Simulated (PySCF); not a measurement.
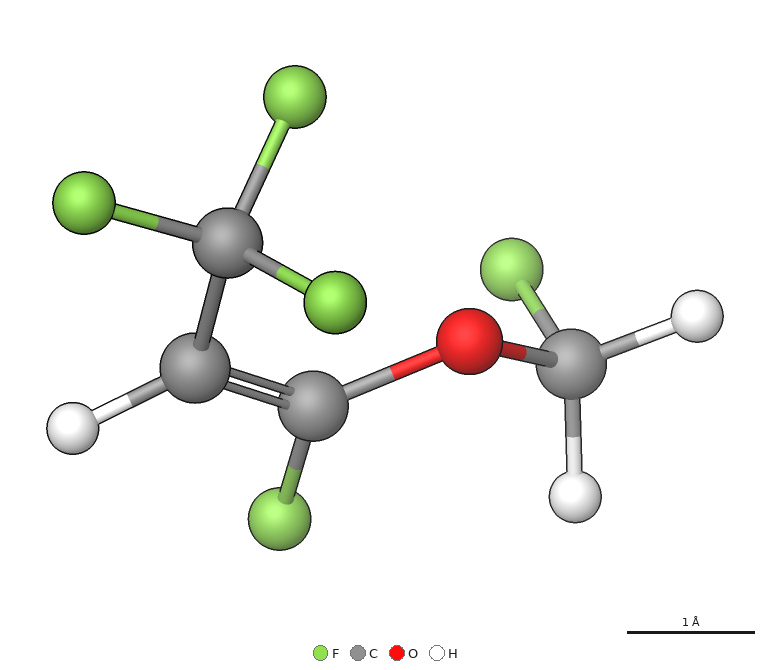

The picture shows a molecular structure as a ball-and-stick model. Multiple sticks mark multiple bonds (one Kekulé form).

The geometry was computed by an optimisation with GFN2-xTB. No frequency run is at hand to confirm it as a minimum.

Identify the structure.

It has 13 atoms: 4 carbon, 3 hydrogen, 5 fluorine and 1 oxygen (C₄H₃F₅O). As SMILES it reads `FCO/C(F)=C\C(F)(F)F`. It has no ring. Among its groups: ether, alkene, C–F bond. This geometry has C1 symmetry. Coordination: 2 C tetrahedral; 1 O bent; 2 C trigonal planar.

More results for the same structure follow; atom numbers are the same in all pictures, views and colours differ.

## Shape

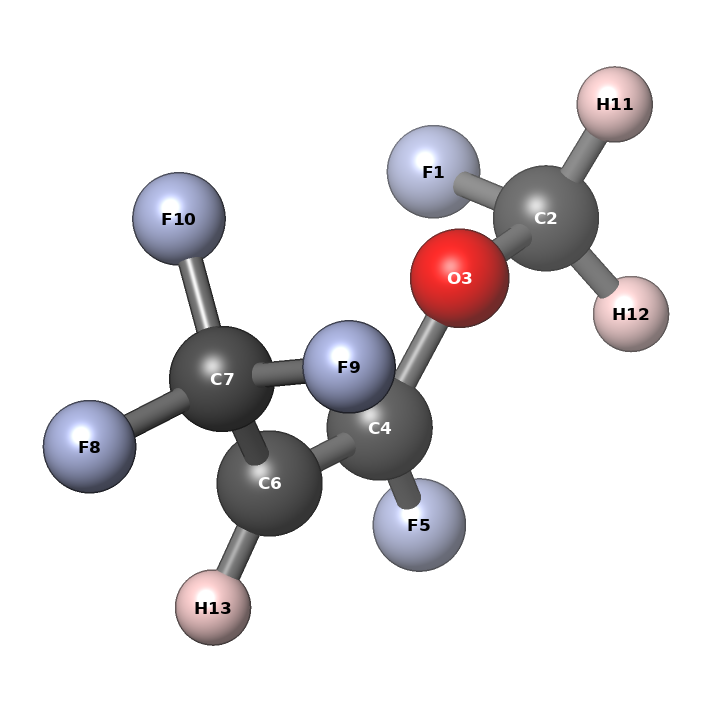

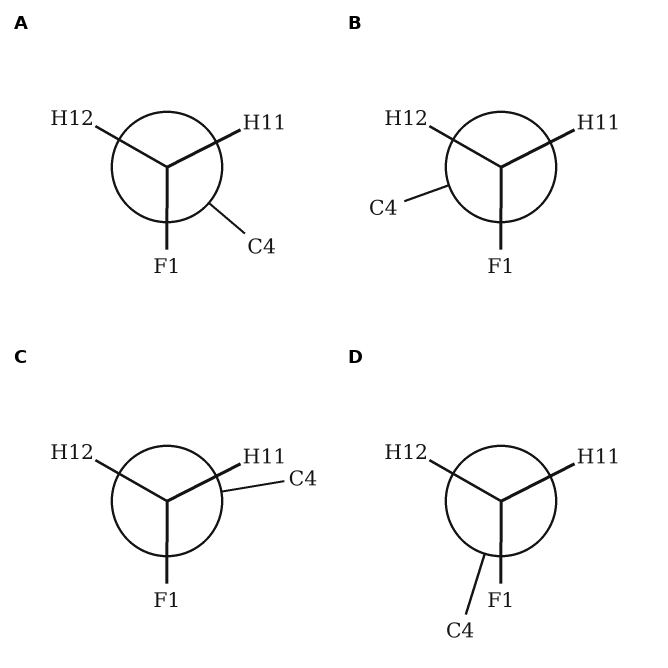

Depth is shown by fading: the farther an atom, the more it takes the colour of the background. Bonds that would overlap in a projection are set slightly apart. No frequency run is at hand to confirm it as a minimum.

Which Newman projection shows the view along C2–O3, with C2 in front?

Answer. B. The torsion angle F1–C2–O3–C4 is 71°, synclinal (gauche).

## Bond orders

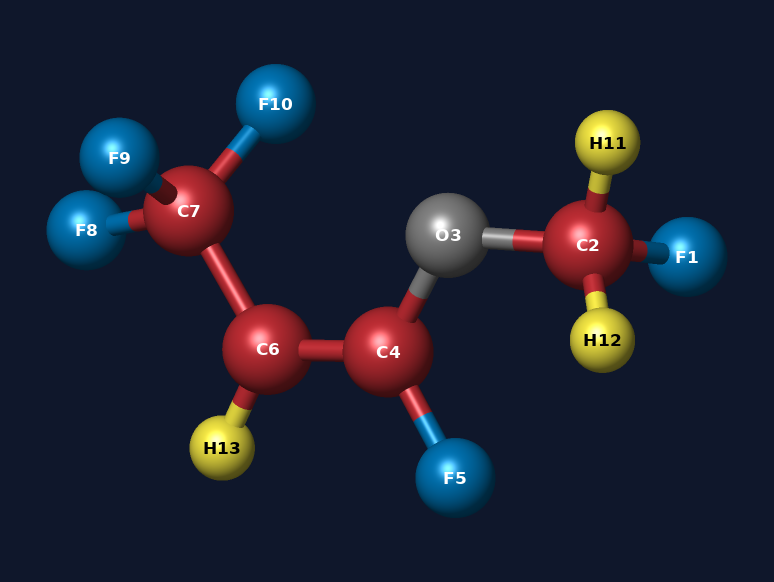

Every bond is drawn as one stick. No frequency run is at hand to confirm it as a minimum. Computed with PBE0/pcSseg-1 (PySCF 2.14.0).

List the Mayer bond orders of F1–C2, C2–O3, C2–H11, C2–H12, O3–C4, C4–F5, C4–C6, C6–C7, C6–H13, C7–F8, C7–F9, C7–F10.

| bond | Mayer order | length (Å) |
| --- | --- | --- |
| F1–C2 | 0.94 | 1.359 |
| C2–O3 | 0.93 | 1.393 |
| C2–H11 | 0.95 | 1.095 |
| C2–H12 | 0.95 | 1.099 |
| O3–C4 | 1.07 | 1.333 |
| C4–F5 | 0.95 | 1.334 |
| C4–C6 | 1.73 | 1.330 |
| C6–C7 | 1.02 | 1.492 |
| C6–H13 | 0.94 | 1.075 |
| C7–F8 | 0.99 | 1.338 |
| C7–F9 | 1.01 | 1.347 |
| C7–F10 | 1.02 | 1.340 |

## Polarisability

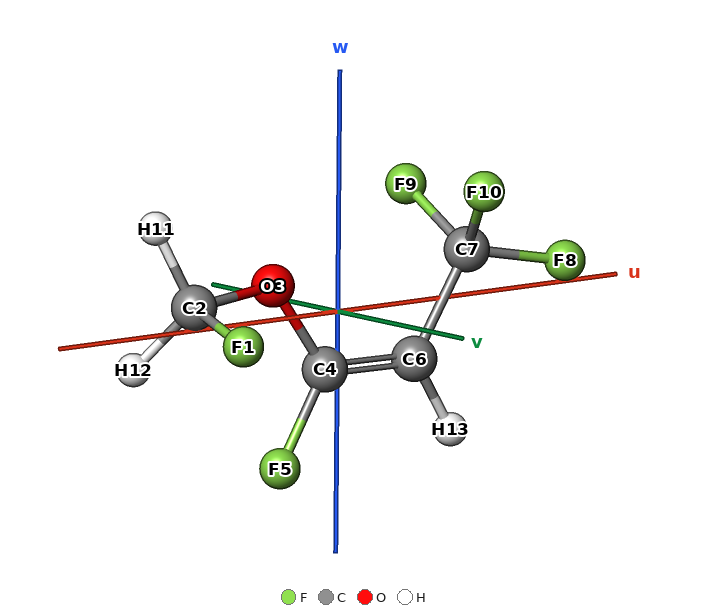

The lines u, v and w are the principal axes of the static dipole polarisability. No frequency run is at hand to confirm it as a minimum. Computed with PBE0/def2-SVPD (PySCF 2.14.0).

Along which axis is the molecule most polarisable, and along which least?

Answer. Most along u (nearly parallel to the C4–C6 bond), least along v.

Give the three principal values.

Answer. u 77.1, v 46.3, w 53.2 bohr³; mean 58.9, anisotropy 27.9 bohr³.

## NMR shielding

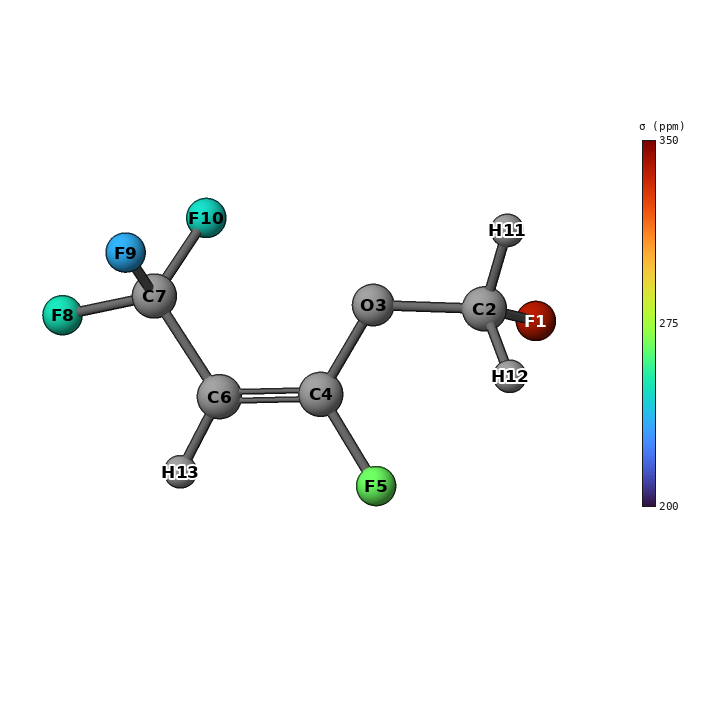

Atoms are coloured by their isotropic NMR shieldings (F only, the others grey). No frequency run is at hand to confirm it as a minimum. Method: GIAO PBE0/pcSseg-1 NMR shielding, non-relativistic, gas phase (PySCF 2.14.0).

Give the isotropic NMR shieldings of the F atoms atom by atom.

| atom | σ (ppm) |
| --- | --- |
| F1 | 337.9 |
| F5 | 266.1 |
| F8 | 249.3 |
| F9 | 235.0 |
| F10 | 246.7 |
